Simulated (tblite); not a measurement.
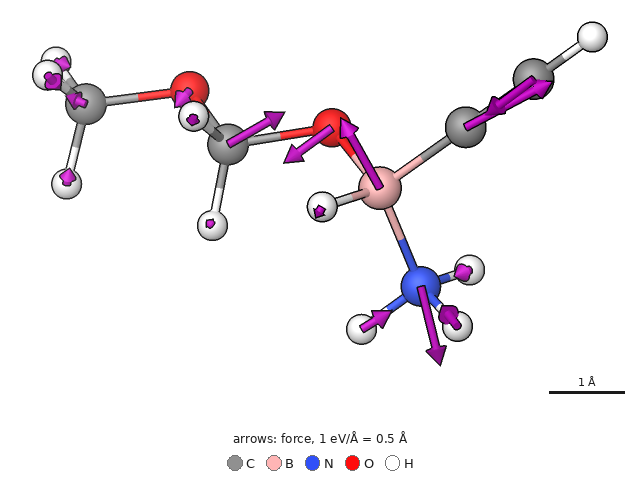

Starting geometry of C4H10BNO2 with the computed forces as purple arrows. The picture is a ball-and-stick view, seen from a free direction.

All numbers below come from GFN2-xTB geometry optimisation, gas phase in tblite. 

> Is this structure relaxed? If not, where do the atoms go?

It isn't relaxed: the largest force vector, on a C atom, is 2.82 eV/Å. The final displacements have little in common with the starting forces (cosine between the two patterns 0.18). The atom that moves furthest after the best rigid fit is an H atom (2.38 Å). Largest moves by element: H 2.38 Å, O 1.00 Å, C 0.90 Å, N 0.88 Å, B 0.31 Å. Some distances before and after: B–N 1.550 → 1.692 Å, C–O 1.414 → 1.350 Å, B–O 1.503 → 1.464 Å, H–N 1.048 → 1.014 Å. Among the angles between lasting bonds that change: C–B–H 108.2° → 115.3°, B–N–H 109.4° → 102.5°, B–O–C 111.3° → 117.9°. Groups turn about C–O by about 105°, B–N by about 100°. The energy falls by 74.6 kJ/mol in 200 geometry steps. Cost: 2.7 s on 1 thread of Intel(R) Xeon(R) Processor @ 2.50GHz (shared host).
